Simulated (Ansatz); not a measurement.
**Nudged elastic band of C₃H₁₀O₂Si (part 2 of 2)**

Continued. System: C₃H₁₀O₂Si. Method: RKS PBE/def2-SVP (Ansatz 0.2.0). It belongs to a series of runs on one base structure; here: band between the two ends.

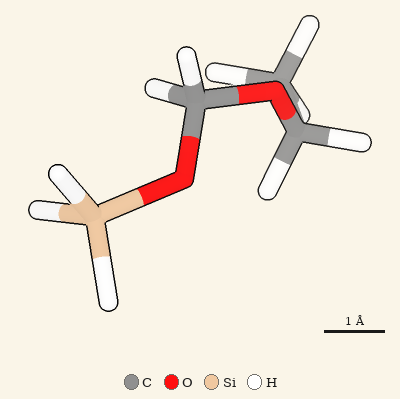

*The input geometry (stick view, seen at a tilt).*

### The last band as extended XYZ, continued
```
16
Properties=species:S:1:pos:R:3:forces:R:3 image=5 energy=-15224.93038
C    -0.1291   -2.4378   -0.2764    0.0061  -0.0007   0.0055
C     0.1908   -1.5083    0.8922   -0.0066   0.0023  -0.0032
O     1.2067   -0.5438    0.5936    0.0059  -0.0011  -0.0060
C     0.8137    0.5149   -0.2078   -0.0041  -0.0037   0.0017
O    -0.0928    1.3618    0.4870   -0.0009   0.0072  -0.0035
Si   -0.6929    2.8033   -0.1413   -0.0005  -0.0063  -0.0067
H    -0.6923   -1.9306   -1.0858    0.0175   0.0117  -0.0109
H     0.8043   -2.8495   -0.7101    0.0057  -0.0220   0.0112
H    -0.7510   -3.2876    0.0709   -0.0210   0.0080   0.0009
H     0.6001   -2.0916    1.7417    0.0031  -0.0001  -0.0016
H    -0.7257   -0.9931    1.2574    0.0042   0.0016   0.0019
H     1.7495    1.0654   -0.4608   -0.0008   0.0018  -0.0038
H     0.3320    0.1674   -1.1598   -0.0030   0.0021  -0.0015
H     0.4278    3.7597   -0.4655   -0.0020   0.0044   0.0098
H    -1.4810    2.5663   -1.4068   -0.0065  -0.0035   0.0034
H    -1.5829    3.3808    0.9156    0.0030  -0.0017   0.0028
16
Properties=species:S:1:pos:R:3:forces:R:3 image=6 energy=-15224.94154
C    -0.0821   -2.5192   -0.2644    0.0011  -0.0005   0.0014
C     0.1080   -1.4723    0.8282    0.0006   0.0017  -0.0021
O     1.1835   -0.5696    0.5404   -0.0042  -0.0007   0.0004
C     0.8339    0.5289   -0.2269   -0.0003   0.0003   0.0044
O     0.0446    1.4346    0.5334    0.0013   0.0007  -0.0068
Si   -0.6651    2.8304   -0.0830    0.0022   0.0002   0.0036
H    -0.3766   -2.0609   -1.2309    0.0008  -0.0010   0.0020
H     0.8542   -3.0899   -0.4272   -0.0030   0.0010   0.0000
H    -0.8804   -3.2353    0.0199    0.0015   0.0027  -0.0018
H     0.3789   -1.9610    1.7868    0.0012  -0.0001  -0.0015
H    -0.8281   -0.8994    1.0113    0.0018  -0.0013  -0.0007
H     1.7930    1.0081   -0.5309   -0.0029  -0.0012   0.0010
H     0.2679    0.2352   -1.1516    0.0016   0.0007   0.0017
H     0.3745    3.8236   -0.5390   -0.0033  -0.0035  -0.0021
H    -1.5576    2.5114   -1.2587    0.0017   0.0018   0.0041
H    -1.4716    3.4127    1.0367    0.0000  -0.0007  -0.0034
```

The run was set up as follows.

### Input file
```yaml
crystal:
  periodic: [false, false, false]
  atoms:
    - { symbol: C, position_ang: [-0.121728, -2.49617, -0.288994] }
    - { symbol: C, position_ang: [0.006758, -1.470721, 0.832842] }
    - { symbol: O, position_ang: [1.130218, -0.59934, 0.653333] }
    - { symbol: C, position_ang: [0.886158, 0.513408, -0.134422] }
    - { symbol: O, position_ang: [0.056187, 1.439172, 0.555497] }
    - { symbol: Si, position_ang: [-0.606038, 2.822768, -0.136834] }
    - { symbol: H, position_ang: [-0.963275, -3.18942, -0.084639] }
    - { symbol: H, position_ang: [-0.318704, -2.016308, -1.270009] }
    - { symbol: H, position_ang: [0.806867, -3.094845, -0.38103] }
    - { symbol: H, position_ang: [0.179584, -1.981372, 1.802823] }
    - { symbol: H, position_ang: [-0.923611, -0.870369, 0.944902] }
    - { symbol: H, position_ang: [1.883062, 0.965385, -0.34223] }
    - { symbol: H, position_ang: [0.401893, 0.241429, -1.110914] }
    - { symbol: H, position_ang: [0.46269, 3.810787, -0.533661] }
    - { symbol: H, position_ang: [-1.407218, 2.479336, -1.370124] }
    - { symbol: H, position_ang: [-1.495744, 3.423559, 0.907559] }
basis:
  gaussian: { orbitals: def2-SVP }
hamiltonian:
  xc: pbe
neb:
  order_check: false
  images: 5
  f_tol: 0.03
  max_iterations: 60
  final_atoms:
    - { symbol: C, position_ang: [-0.08212153, -2.51924895, -0.26436287] }
    - { symbol: C, position_ang: [0.10802082, -1.47231667, 0.82823377] }
    - { symbol: O, position_ang: [1.1835111, -0.56958359, 0.54035134] }
    - { symbol: C, position_ang: [0.83390134, 0.52893954, -0.22685822] }
    - { symbol: O, position_ang: [0.04459704, 1.43461706, 0.5334256] }
    - { symbol: Si, position_ang: [-0.66510775, 2.83042014, -0.0830147] }
    - { symbol: H, position_ang: [-0.37661343, -2.06091815, -1.23092533] }
    - { symbol: H, position_ang: [0.8542289, -3.08991213, -0.42716722] }
    - { symbol: H, position_ang: [-0.88039863, -3.23533224, 0.01989699] }
    - { symbol: H, position_ang: [0.3788883, -1.96099171, 1.78679015] }
    - { symbol: H, position_ang: [-0.82811609, -0.89943257, 1.01125303] }
    - { symbol: H, position_ang: [1.7930244, 1.00808387, -0.53094661] }
    - { symbol: H, position_ang: [0.26791464, 0.2352074, -1.15161424] }
    - { symbol: H, position_ang: [0.37454275, 3.82361825, -0.53901404] }
    - { symbol: H, position_ang: [-1.55759023, 2.51140653, -1.2586684] }
    - { symbol: H, position_ang: [-1.47158264, 3.4127422, 1.03671977] }
  initial_path:
    images:
      - { positions_ang: [[-0.121728, -2.49617, -0.288994], [0.006758, -1.470721, 0.832842], [1.130218, -0.59934, 0.653333], [0.886158, 0.513408, -0.134422], [0.056187, 1.439172, 0.555497], [-0.606038, 2.822768, -0.136834], [-0.963275, -3.18942, -0.084639], [-0.318704, -2.016308, -1.270009], [0.806867, -3.094845, -0.38103], [0.179584, -1.981372, 1.802823], [-0.923611, -0.870369, 0.944902], [1.883062, 0.965385, -0.34223], [0.401893, 0.241429, -1.110914], [0.46269, 3.810787, -0.533661], [-1.407218, 2.479336, -1.370124], [-1.495744, 3.423559, 0.907559]] }
      - { positions_ang: [[-0.12107487, -2.48755783, -0.2838136], [0.05106757, -1.48362193, 0.85039975], [1.13727739, -0.59560582, 0.61998783], [0.86433679, 0.52489754, -0.15816439], [-0.00252595, 1.40924312, 0.5532906], [-0.62007612, 2.8101779, -0.13390324], [-1.02785542, -2.93483995, -0.24037733], [-0.04763597, -2.04396408, -1.23489892], [0.60304737, -3.20175559, -0.2697885], [0.28978949, -2.025094, 1.78365572], [-0.87018656, -0.9084142, 1.04817126], [1.81350395, 1.01083982, -0.37732434], [0.34058202, 0.23533773, -1.11867182], [0.47434508, 3.75002005, -0.50256206], [-1.39596986, 2.46251453, -1.37163657], [-1.51152592, 3.45512169, 0.8797346]] }
      - { positions_ang: [[-0.12042173, -2.47894566, -0.2786332], [0.09537715, -1.49652287, 0.86795749], [1.14433679, -0.59187163, 0.58664266], [0.84251557, 0.53638708, -0.18190677], [-0.06123889, 1.37931425, 0.5510842], [-0.63411425, 2.79758779, -0.13097247], [-1.09243584, -2.68025989, -0.39611566], [0.22343206, -2.07162016, -1.19978884], [0.39922775, -3.30866617, -0.15854699], [0.39999497, -2.068816, 1.76448844], [-0.81676212, -0.94645939, 1.15144052], [1.7439459, 1.05629464, -0.41241868], [0.27927104, 0.22924647, -1.12642964], [0.48600016, 3.6892531, -0.47146312], [-1.38472171, 2.44569305, -1.37314913], [-1.52730785, 3.48668439, 0.8519102]] }
      - { positions_ang: [[-0.1197686, -2.47033349, -0.2734528], [0.13968672, -1.5094238, 0.88551524], [1.15139618, -0.58813745, 0.55329749], [0.82069436, 0.54787662, -0.20564916], [-0.11995184, 1.34938537, 0.5488778], [-0.64815237, 2.78499769, -0.12804171], [-1.15701627, -2.42567984, -0.551854], [0.49450009, -2.09927624, -1.16467876], [0.19540812, -3.41557676, -0.04730549], [0.51020046, -2.112538, 1.74532115], [-0.76333768, -0.98450459, 1.25470978], [1.67438785, 1.10174947, -0.44751302], [0.21796006, 0.2231552, -1.13418746], [0.49765525, 3.62848615, -0.44036418], [-1.37347357, 2.42887158, -1.3746617], [-1.54308977, 3.51824708, 0.8240858]] }
      - { positions_ang: [[-0.10721958, -2.48663864, -0.27042282], [0.12913142, -1.49705476, 0.86642141], [1.16210115, -0.58195283, 0.54898211], [0.82509669, 0.54156426, -0.21271884], [-0.06510221, 1.37779593, 0.54372707], [-0.65380416, 2.80013851, -0.11303271], [-0.89688199, -2.30409261, -0.77821111], [0.6144097, -2.4294882, -0.91884158], [-0.16319413, -3.35549525, -0.02490466], [0.46642974, -2.06202257, 1.75914415], [-0.78493048, -0.95614725, 1.17355753], [1.71393337, 1.0705276, -0.47532422], [0.23461159, 0.2271726, -1.13999639], [0.45661775, 3.69353019, -0.47324747], [-1.43484579, 2.45638323, -1.33599726], [-1.51925406, 3.48307879, 0.89496379]] }
      - { positions_ang: [[-0.09467055, -2.50294379, -0.26739285], [0.11857612, -1.48468571, 0.84732759], [1.17280613, -0.57576821, 0.54466673], [0.82949902, 0.5352519, -0.21978853], [-0.01025258, 1.4062065, 0.53857633], [-0.65945595, 2.81527933, -0.0980237], [-0.63674771, -2.18250538, -1.00456822], [0.7343193, -2.75970017, -0.6730044], [-0.52179638, -3.29541375, -0.00250384], [0.42265902, -2.01150714, 1.77296715], [-0.80652329, -0.92778991, 1.09240528], [1.75347888, 1.03930573, -0.50313541], [0.25126311, 0.23119, -1.14580531], [0.41558025, 3.75857422, -0.50613076], [-1.49621801, 2.48389488, -1.29733283], [-1.49541835, 3.44791049, 0.96584178]] }
      - { positions_ang: [[-0.08212153, -2.51924895, -0.26436287], [0.10802082, -1.47231667, 0.82823377], [1.1835111, -0.56958359, 0.54035134], [0.83390134, 0.52893954, -0.22685822], [0.04459704, 1.43461706, 0.5334256], [-0.66510775, 2.83042014, -0.0830147], [-0.37661343, -2.06091815, -1.23092533], [0.8542289, -3.08991213, -0.42716722], [-0.88039863, -3.23533224, 0.01989699], [0.3788883, -1.96099171, 1.78679015], [-0.82811609, -0.89943257, 1.01125303], [1.7930244, 1.00808387, -0.53094661], [0.26791464, 0.2352074, -1.15161424], [0.37454275, 3.82361825, -0.53901404], [-1.55759023, 2.51140653, -1.2586684], [-1.47158264, 3.4127422, 1.03671977]] }
```

Launch command:
```bash
ansatz run input.yaml --threads 2 --pin off --max-ram 3072MiB --backend cpu --events-out ev --progress --plain --runs-dir out
```

### Results in brief

- outcome: converged
- barrier, forward: 0.141 eV
- barrier, backward: 0.141 eV
- hardware: 2 threads of Arm Neoverse V1, 24 GiB of memory available, shared host
- wall time: 2.7 min (CPU time 5.3 min)
- peak memory: 0.18 GiB

### Notes

The order of the saddle point was not checked.
